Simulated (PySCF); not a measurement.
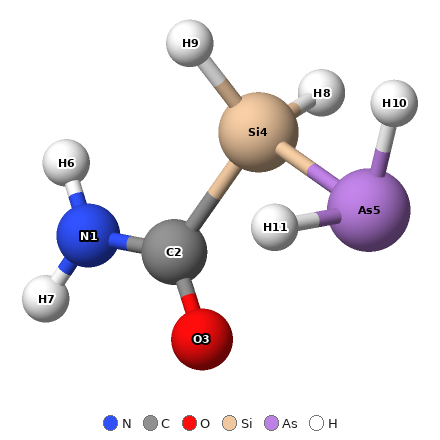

CH₆AsNOSi, SMILES NC(=O)[SiH2][AsH2]. Vertical core-electron binding energies by ΔSCF (SCAN, pcX-2 on the ionised atom, pcseg-1 elsewhere, spin-free X2C; PySCF 2.14.0, at a PBE0-D3(BJ)/def2-SVP geometry (no frequency check)), gas phase, against the vacuum level. One atom of each kind was ionised; within a panel, areas follow the number of like atoms and 2j + 1 (2p levels are split by first-order spin-orbit coupling, an approximation), Gaussians of 1.0 eV full width. Only the regions named are shown. Lines closer than the width merge in the curve.

> Predict the Si 2p photoelectron lines.

```csv
level,atoms,binding energy (eV)
Si 2p1/2,Si4,107.3
Si 2p3/2,Si4,106.7
```

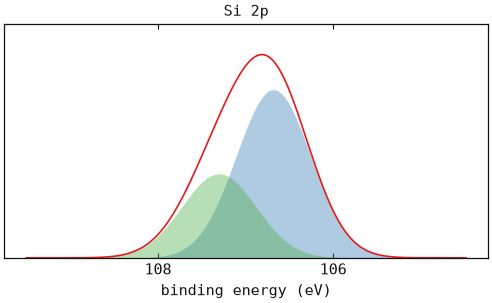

Caveats: one conformer of a flexible molecule.
